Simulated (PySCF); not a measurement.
## A study: C2H5F, SMILES `CCF`

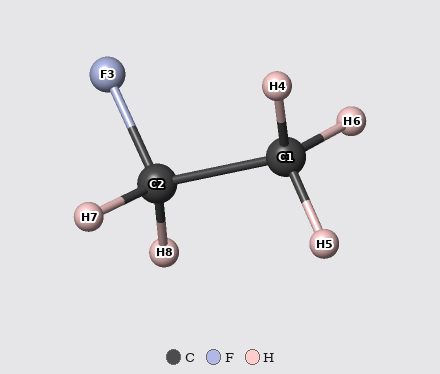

The molecule, with its atoms numbered as below. No frequency check shows the geometry to be a minimum.

Cartesian coordinates (Å):

```
C1       1.1975    0.2147    0.0003
C2      -0.1184   -0.5400    0.0002
F3      -1.1744    0.3414    0.0002
H4       1.2694    0.8430    0.8834
H5       2.0215   -0.4929   -0.0022
H6       1.2673    0.8462   -0.8832
H7      -0.2303   -1.1602    0.8947
H8      -0.2324   -1.1569   -0.8982
```

Part 1: Bonding charge

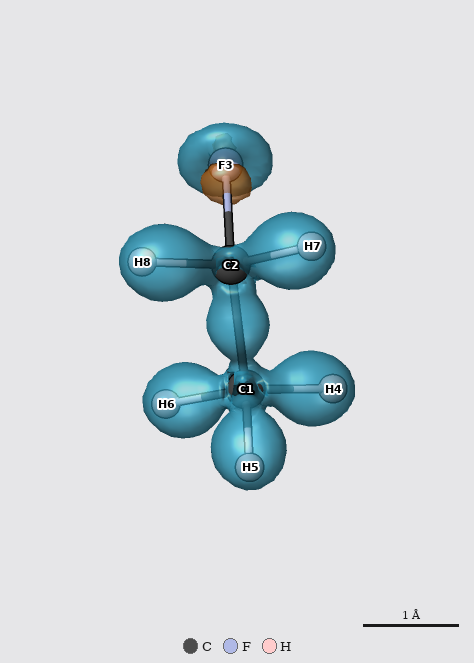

Deformation density (molecule less spherical, spin-averaged free atoms at the same positions), surfaces at ±0.26 e/Å³; light blue: gain, orange: loss.

Method: PBE0/def2-TZVP; geometry: GFN2-xTB; program: PySCF.

> Describe the bonding that the map shows.

C2–H7: +0.80 e/Å³ at the bond critical point (bond length 1.09 Å, Mayer order 1.0). C2–H8: +0.79 e/Å³ at the bond critical point (bond length 1.10 Å, Mayer order 1.0). C1–H4 and C1–H6: +0.71 e/Å³ at the bond critical point (bond length 1.09 Å, Mayer order 1.0). C1–H5: +0.70 e/Å³ at the bond critical point (bond length 1.09 Å, Mayer order 1.0). C1–C2: +0.52 e/Å³ at the bond critical point (bond length 1.52 Å, Mayer order 1.0). C2–F3: −0.07 e/Å³ at the bond critical point (bond length 1.38 Å, Mayer order 1.0); up to 0.6 Å beside the axis the gain reaches +0.24 e/Å³. In all, 1.7 electrons gather in the regions of gain relative to the promolecule. A small or negative value marks a very polar bond, one between electron-rich atoms, whose free-atom densities already overlap strongly, a long bond to a heavier atom, or a closed-shell contact such as a hydrogen bond.

> Where do the Hirshfeld charges lie?

The highest Hirshfeld charge is on H5 (+0.05 e), the lowest on F3 (−0.13 e).

```json
{"atom": "C1", "charge (e)": "−0.13"}
{"atom": "C2", "charge (e)": "+0.02"}
{"atom": "F3", "charge (e)": "−0.13"}
{"atom": "H4", "charge (e)": "+0.05"}
{"atom": "H5", "charge (e)": "+0.05"}
{"atom": "H6", "charge (e)": "+0.05"}
{"atom": "H7", "charge (e)": "+0.04"}
{"atom": "H8", "charge (e)": "+0.04"}
```

Part 2: Bond critical points

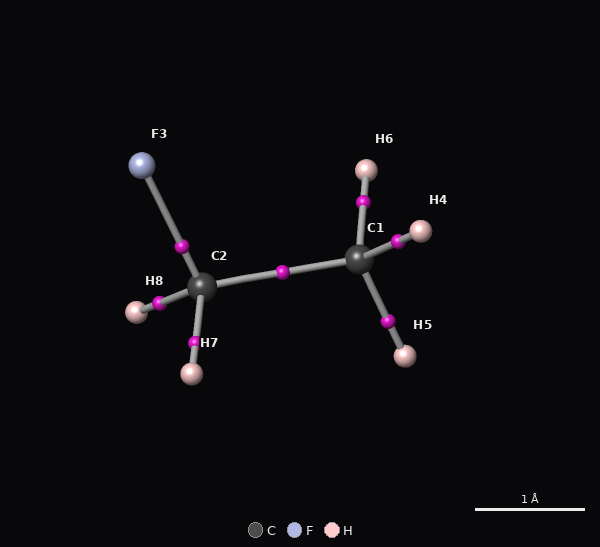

Molecular graph of the electron density (QTAIM): bond paths, bond critical points (magenta), ring points (cyan, if any); weak paths are dashed.

> How many critical points of each kind are there, and does the count close?

8 nuclei, 7 bond, 0 ring and 0 cage critical points: 8 − 7 + 0 − 0 = 1, as the Poincaré–Hopf relation requires.

> Give the properties at the bond critical points.

```csv
bond,length (Å),ρ (a.u.),∇²ρ (a.u.),ε,H (a.u.)
C2–H7,1.094,0.288,−1.03,0.05,−0.292
C2–H8,1.096,0.287,−1.02,0.05,−0.290
C1–H4 (2 alike),1.086,0.280,−0.97,0.01,−0.284
C1–H5,1.086,0.279,−0.96,0.01,−0.282
C1–C2,1.517,0.256,−0.66,0.05,−0.225
C2–F3,1.376,0.246,−0.11,0.04,−0.365
```

> What kind of interaction is C1–H4?

Shared-shell (covalent): ρ = 0.280, ∇²ρ = −0.97, H = −0.284 a.u.

Part 3: Local ionisation energy

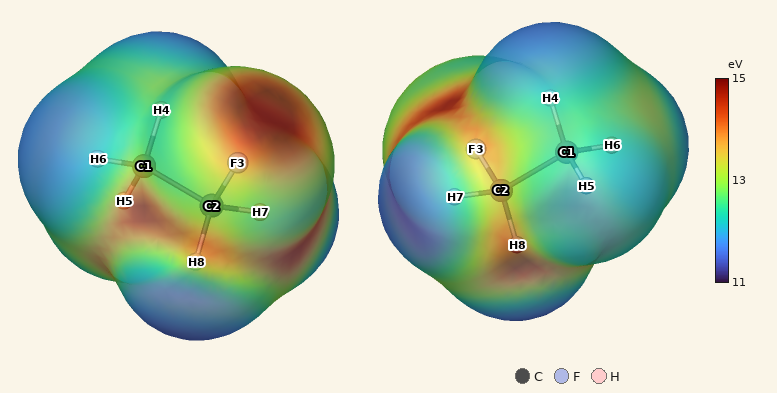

Average local ionisation energy on the surface of electron density 0.001 a.u. (back view left, front view right).

> Locate the minima of the map.

The lowest value is 11.4 eV, 1.4 Å from H8, and at like points elsewhere. Further minima include 12.0 eV, 1.4 Å from H5; 12.7 eV, 1.7 Å from F3. For comparison, the highest occupied orbital lies at −9.3 eV.

> What volume does the surface enclose, and what is the dipole moment?

About 70 Å³; the dipole moment is 1.8 D.

Part 4: In an electric field

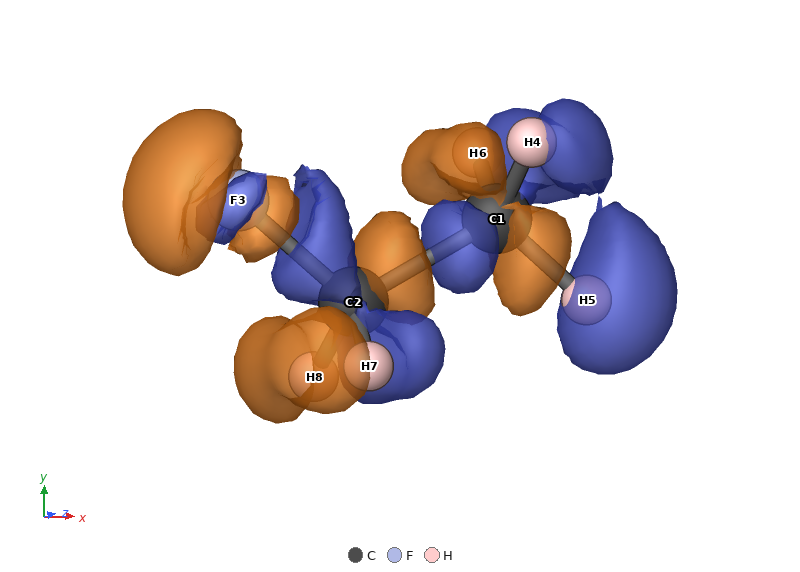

Change of the electron density in a uniform field of 0.21 V/Å, surfaces at ±0.002 e/Å³ (orange: gain, blue: loss).

PySCF calculation, PBE0/def2-TZVP, gas phase; geometry: GFN2-xTB. A basis without diffuse functions makes polarisabilities too small.

> Along which Cartesian direction does the field point?

Along +x: electrons gather on the −x side, against the field.

> How large is the response?

The induced dipole is 0.29 D (along the field); α along this axis, from the fields in both directions, is 28 bohr³ (4.2 Å³).

> Which atoms gain and lose the most charge?

Electrons gather most on F3 (Hirshfeld charge changes by −0.008 e) and leave H5 most (+0.007 e); 0.030 electrons are displaced in all.

Part 5: Removing or adding an electron

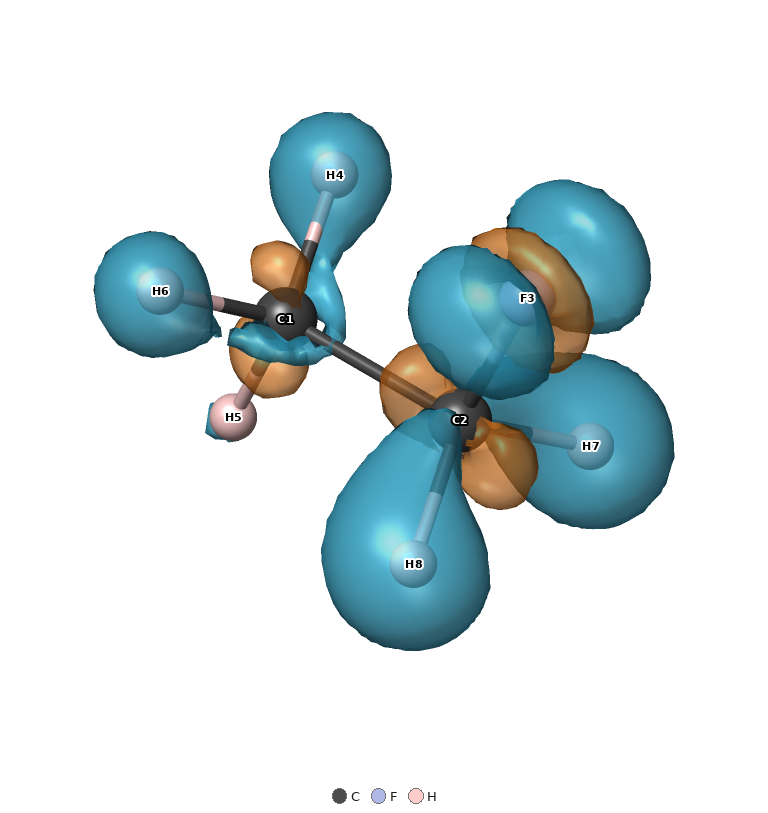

Fukui function f⁻ = ρ(N) − ρ(N−1) at fixed geometry, surfaces at ±0.06 e/Å³ (light blue positive, orange negative).

PySCF calculation, PBE0/def2-TZVP, gas phase; geometry: GFN2-xTB.

> Which atoms respond most to the removal of an electron?

f⁻ (Hirshfeld-condensed) is largest on F3 (0.24), H7 and H8 (0.14 each) and C2 (0.14); the vertical ionisation energy is 12.01 eV. Condensed values hint at sites of electrophilic attack but needn't mark the atom that reacts. Orbital relaxation makes it negative in places (0.12 e in all).

```csv
atom,f⁻,charge
C1,+0.09,−0.13
C2,+0.14,+0.02
F3,+0.24,−0.13
H4,+0.09,+0.05
H5,+0.06,+0.05
H6,+0.09,+0.05
H7,+0.14,+0.04
H8,+0.14,+0.04
```

The PySCF runs shown took 8.6 s, 19 s and 98 s on 1 thread of Intel(R) Xeon(R) Platinum 8259CL CPU @ 2.50GHz (Skylake/Cascade Lake), with other jobs on the host.
